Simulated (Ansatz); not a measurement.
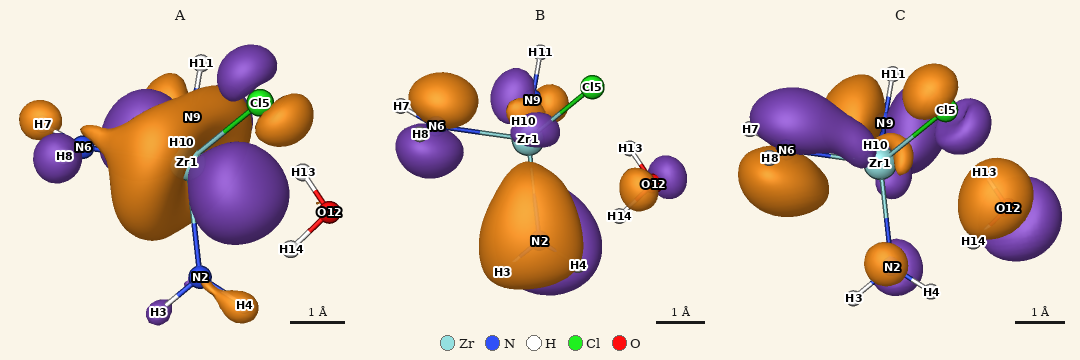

Figure 1: ClH₆N₃Zr···H₂O. Three frontier orbitals at ±0.1 Å⁻³ᐟ² (orange and purple are the two phases), in no order.

Core potentials replace the inner electrons of Zr; not at a stationary point (largest force 1.6 eV/Å).

All numbers below come from Ansatz, RKS PBE/def2-SVP.

Input file:

```
crystal:
  periodic: [false, false, false]
  atoms:
    - { symbol: Zr, position_ang: [0.0, 0.0, 0.0] }
    - { symbol: "N", position_ang: [0.0, 0.0, 2.56] }
    - { symbol: H, position_ang: [-0.877, -0.2713, 3.09] }
    - { symbol: H, position_ang: [0.877, 0.2713, 3.09] }
    - { symbol: Cl, position_ang: [2.3764, 0.0, -0.8392] }
    - { symbol: "N", position_ang: [-1.0409, 1.8034, -0.7359] }
    - { symbol: H, position_ang: [-2.061, 1.7482, -1.0186] }
    - { symbol: H, position_ang: [-0.5204, 2.7241, -0.8065] }
    - { symbol: "N", position_ang: [-1.0409, -1.8034, -0.7359] }
    - { symbol: H, position_ang: [-1.5759, -2.4197, -0.0595] }
    - { symbol: H, position_ang: [-1.0055, -2.0526, -1.7656] }
    - { symbol: O, position_ang: [1.237, -1.8784, 0.7473] }
    - { symbol: H, position_ang: [0.6706, -2.7104, 0.6628] }
    - { symbol: H, position_ang: [0.7761, -1.1786, 1.9994] }
basis:
  gaussian: { orbitals: def2-SVP }
hamiltonian:
  xc: pbe
relax:
  f_tol: 0.15
  max_steps: 25
  restrain:
    - { distance: [0, 11], at: 3.27, k: 30.0 }
    - { distance: [13, 1], at: 2.26, k: 30.0 }
    - { distance: [0, 1], at: 2.21, k: 30.0 }
    - { distance: [13, 11], at: 1.01, k: 30.0 }
output:
  orbitals: {}
```

Run with:

```sh
ansatz run input.yaml --threads 4 --pin off --max-ram 5120MiB --backend cpu --events-out ev --progress --plain --runs-dir out
```

The fields are those of the run's last geometry, not of the input's.

Question: Order the three orbitals by energy and name them.

Answer: C is the HOMO−1 (−6.11 eV). By Hirshfeld shares it lies mainly on O12 (about 30 %), N6 (about 20 %), N9 (about 20 %) and Zr1 (about 10 %); largely a combination of lone pairs on O12, N6 and N9. B is the HOMO (−5.70 eV). It lies mainly on N2 (about 60 %), Zr1 (about 10 %) and N6 (about 10 %). A is the LUMO (−1.60 eV). It lies mainly on Zr1 (about 70 %), N9 (about 10 %) and Cl5 (about 5 %).

Question: What is the HOMO–LUMO gap?

Answer: 4.10 eV between the orbital energies.
